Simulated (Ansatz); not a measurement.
# ClH5W···PH3: what the fields show

The calculation's input:

```
crystal:
  periodic: [false, false, false]
  atoms:
    - { symbol: W, position_ang: [-0.056954, -0.080324, 0.242446] }
    - { symbol: Cl, position_ang: [-0.347343, -0.278035, 2.563311] }
    - { symbol: H, position_ang: [1.424092, 0.238068, -0.463411] }
    - { symbol: H, position_ang: [0.117126, 1.413289, -0.48894] }
    - { symbol: H, position_ang: [-1.404042, 0.529927, -0.530488] }
    - { symbol: H, position_ang: [0.736648, -1.382163, -0.441653] }
    - { symbol: H, position_ang: [-1.032329, -1.19662, -0.530652] }
    - { symbol: P, position_ang: [2.408885, 2.204491, 1.658407] }
    - { symbol: H, position_ang: [2.937995, 0.937102, 1.272789] }
    - { symbol: H, position_ang: [2.203172, 2.638805, 0.316365] }
    - { symbol: H, position_ang: [1.074849, 1.73506, 1.826326] }
basis:
  gaussian: { orbitals: def2-SVP }
hamiltonian:
  xc: pbe0
  dispersion: d4
relax:
  f_tol: 0.03
  max_steps: 50
output:
  orbitals: {}
```

Launched as:

```sh
ansatz run input.yaml --threads 2 --pin off --max-ram 3072MiB --backend cpu --events-out ev --progress --plain --runs-dir out
```

The fields are those of the run's last geometry, not of the input's.

Core potentials replace the inner electrons of W.

Theory: Ansatz 0.2.0, RKS PBE0-D4/def2-SVP.

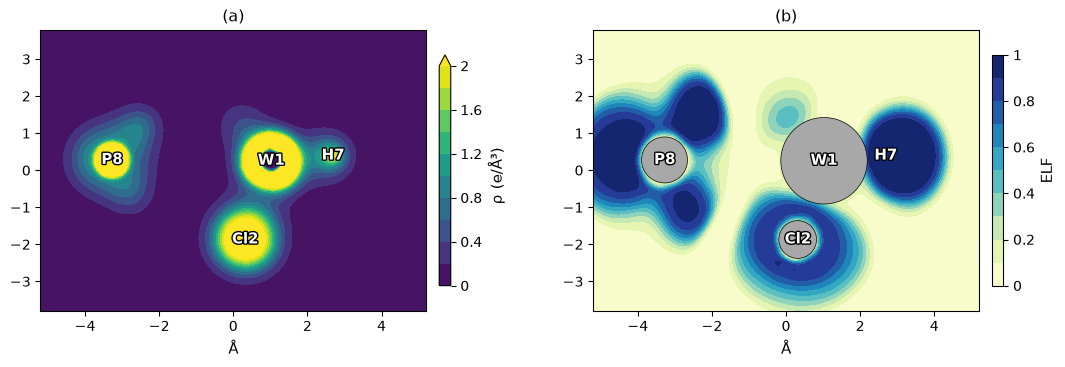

Figure 1. (a) electron density; (b) electron localisation function on the plane of atoms Cl2, W1 and H7. Grey discs cover the atomic cores in the ELF map.

Read the bonding off the picture.

Atoms in the plane: W, Cl, H and P.
P8···W1 (4.31 Å): the density falls to about 0.03 e/Å³ on the way; the ELF dips to about 0 between them: a non-bonded, intermolecular contact.
W–Cl (2.24 Å): ρ is about 0.73 e/Å³ halfway; the ELF peaks at about 0.85 in the valence shell of Cl, 0.8 Å from its nucleus, and is about 0.40 at the midpoint.
W–H (1.67 Å): ρ is about 1.6 e/Å³ halfway; the ELF climbs to about 1 towards the hydrogen.
The ELF also peaks beside P8, away from the bonds: lone-pair regions.

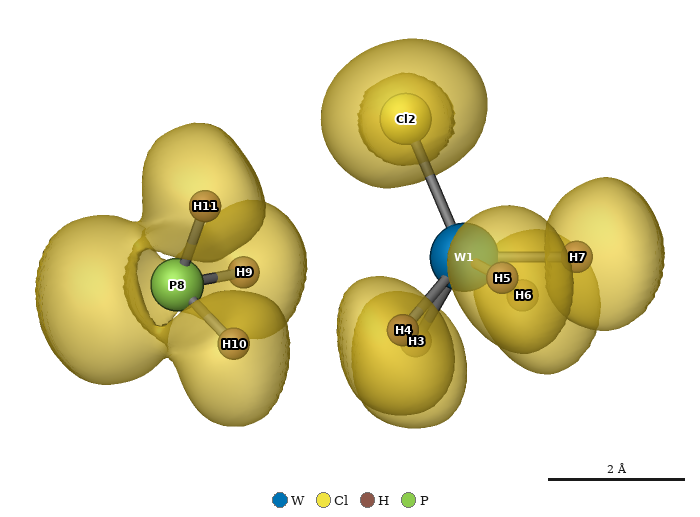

Figure 2. Isosurface of the electron localisation function at 0.75 (yellow), seen across its widest extent. Core shells and regions of very low density are left out.

Where are the electrons localised?

The ELF exceeds this value in five regions around hydrogen nuclei, one region wrapped around Cl (its valence shell) and one joined region spread over several atoms (H, P), in which their bonds and any lone pairs are merged.

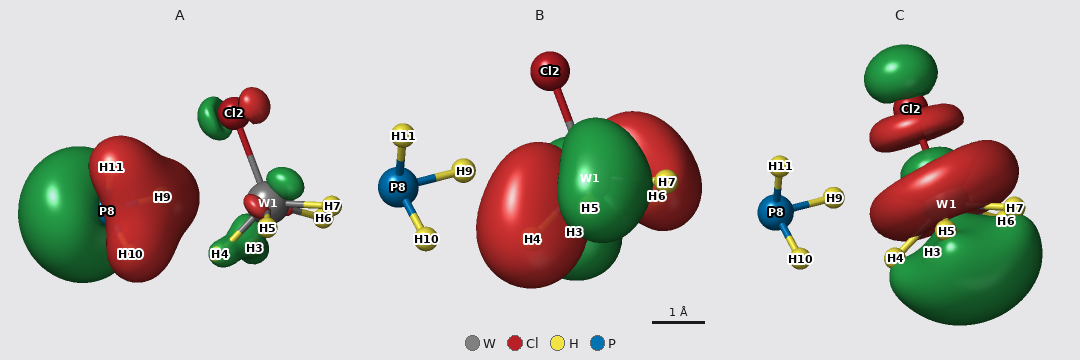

Figure 3. Three frontier orbitals at ±0.08 Å⁻³ᐟ² (green and red are the two phases), in no order.

Order the three orbitals by energy and name them.

B is the HOMO−1 (−8.78 eV). Its weight (Hirshfeld) is mainly on W1 (about 55 %), H4 (about 15 %), H3 (about 15 %), H5 (about 5 %) and H6 (about 5 %). A is the HOMO (−7.83 eV). Its weight (Hirshfeld) is mainly on P8 (about 75 %); largely a lone pair of P8. C is the LUMO (−2.97 eV). It lies mainly on W1 (about 65 %) and Cl2 (about 10 %).

What is the HOMO–LUMO gap?

4.86 eV between the orbital energies.

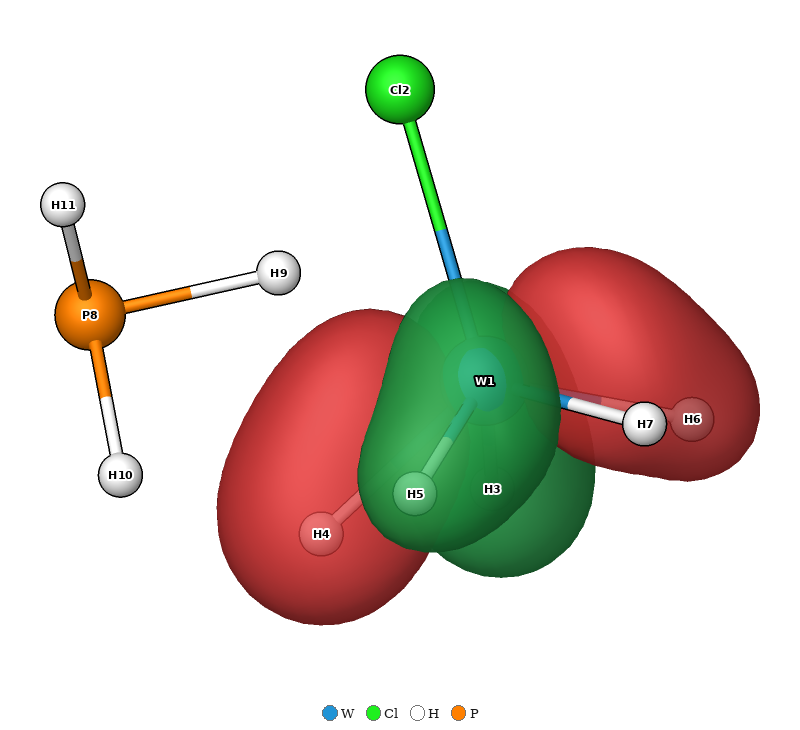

Figure 4. The HOMO−1 at ±0.15 Å⁻³ᐟ² (green and red are the two phases), seen at an oblique angle.

Describe this orbital and give its energy.

It lies mainly on W1 (about 55 %), H4 (about 15 %), H3 (about 15 %), H5 (about 5 %) and H6 (about 5 %). Its energy is −8.78 eV.
